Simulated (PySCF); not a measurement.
## Electronic structure of C₈H₁₆N₂ in real space

Input

```
{"job": {"kind": "nmr", "xc": "PBE0", "basis": "pcSseg-1"}, "charge": 0, "multiplicity": 1}
C      2.665836     1.283268    -0.957484
C      1.504134     0.681029    -0.726143
N      1.060021     0.193187     0.484018
C      1.986431     0.046276     1.584362
N     -0.021365    -0.679108     0.503206
C      0.025857    -1.874593    -0.181604
C      1.088646    -2.407182    -0.774907
C     -1.294097    -0.080619     0.841521
C     -1.982128     0.631999    -0.329685
C     -3.350976     1.164506     0.072830
H      3.420328     1.414428    -0.204206
H      2.885105     1.678943    -1.931692
H      0.778516     0.567972    -1.520429
H      1.453477    -0.396957     2.422905
H      2.839661    -0.591695     1.329537
H      2.357474     1.028182     1.879821
H     -0.915589    -2.406543    -0.157789
H      1.027640    -3.374655    -1.236197
H      2.039021    -1.906533    -0.825699
H     -1.114826     0.636004     1.648235
H     -1.949515    -0.868490     1.223741
H     -1.352865     1.458586    -0.664976
H     -2.088660    -0.071525    -1.158968
H     -3.256696     1.885780     0.881570
H     -3.832165     1.656073    -0.769102
H     -3.994309     0.354281     0.410044
```

Launched as:

```sh
OMP_NUM_THREADS=1 python probes_run.py task.json out
```

Geometry: GFN2-xTB.

All numbers below come from PBE0/pcSseg-1, SCF density, gas phase, non-relativistic (PySCF).

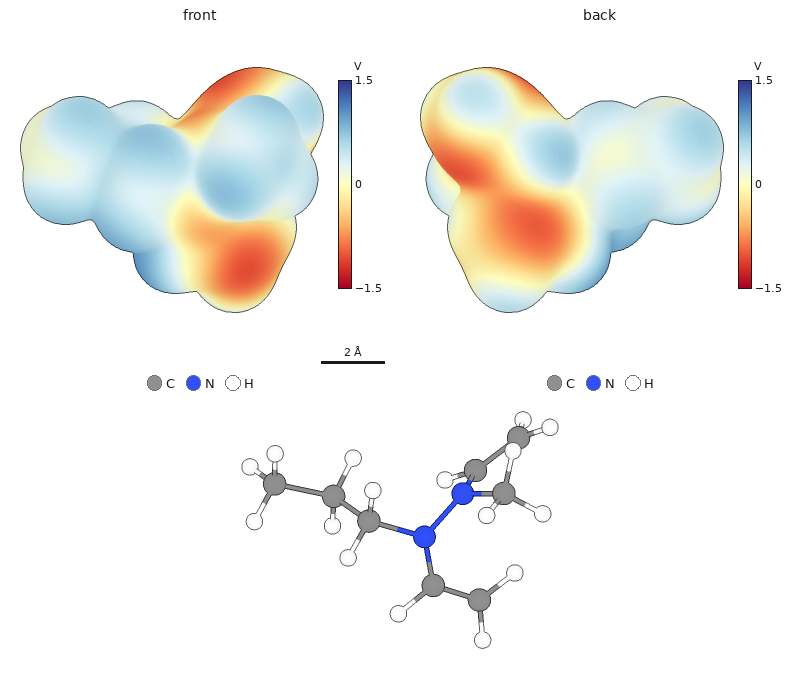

Figure 1. The electrostatic potential painted on the density surface at 0.002 e/bohr³, seen from the front and from behind; red is negative and blue positive. The bare structure is drawn below in the same view.

Where is the surface potential most negative and most positive?

The most negative region (about −1.0 V, or −23 kcal/mol for a unit charge) lies over the π face of C1, C2, C6 and C7, the most positive (about +1.0 V, or +23 kcal/mol for a unit charge) over H17 and H21.

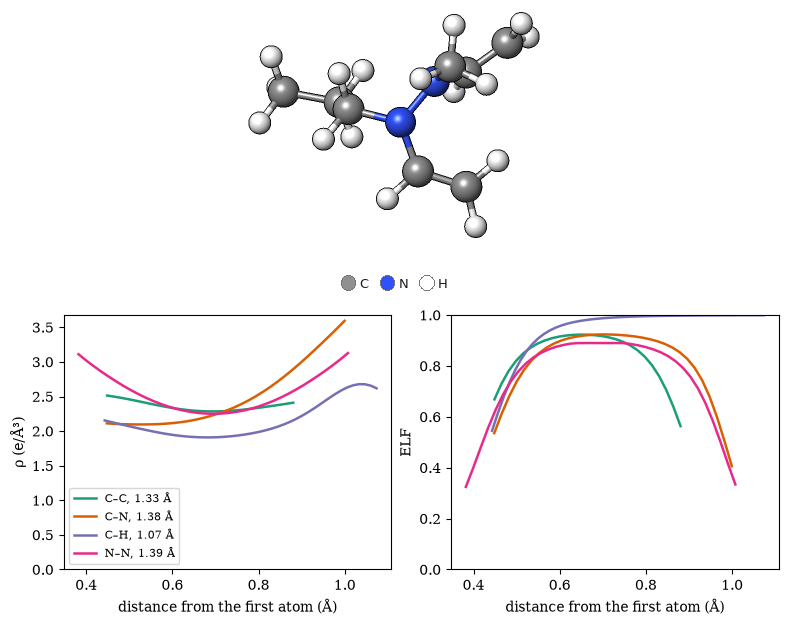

Figure 2. Total electron density and electron localisation function along straight lines between neighbouring atoms. The curves leave out the atomic cores. The structure is drawn too.

What kind of bonding do the profiles show?

C–C (1.33 Å): the density is about 2.3 e/Å³ at the midpoint; the ELF peaks at about 0.90 between the atoms: a multiple bond.
C–N (1.38 Å): the density is about 2.2 e/Å³ at the midpoint; the ELF peaks at about 0.90 between the atoms; a covalent bond.
C–H (1.07 Å): ρ is about 2 e/Å³ halfway; the ELF climbs to about 1 towards the hydrogen, as it does in any bond to H (a covalent bond by its length).
N–N (1.39 Å): ρ at the midpoint is about 2.3 e/Å³; the ELF peaks at about 0.90 between the atoms (localised, covalent bonding).
